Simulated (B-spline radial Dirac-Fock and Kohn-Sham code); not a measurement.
Pm³⁺, configuration [Xe] 4f2 5d2, which is not the ground configuration. Level of theory: independent-particle rates on relativistic LDA orbitals of the hole state (multipoles to L = 3), energies from Dirac–Fock ΔSCF; calculated with a B-spline radial code. Widths ruled by Coster–Kronig decay come out up to twice the measured ones in this model.

What should this plot look like? X-ray emission lines that fill an N1 (4s) hole, broadened by a Lorentzian of 8.5 eV full width, on a logarithmic intensity axis. Multiplet splitting by the open shell is left out.

The strongest line is N1-N3 at 95.71 eV with 41.8 % of the photons, then N1-O2 at 335.6 eV (26 %), N1-O3 at 339.9 eV (24 %), N1-N2 at 70.45 eV (8.1 %), N1-N5 at 218.4 eV (0.039 %). The hole has a width of 5.67 eV and a fluorescence yield of 6.23 × 10⁻⁵.

The result:

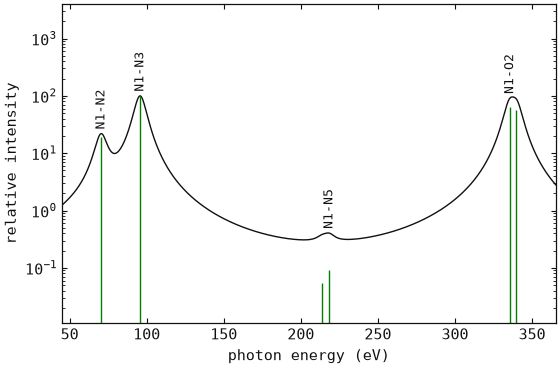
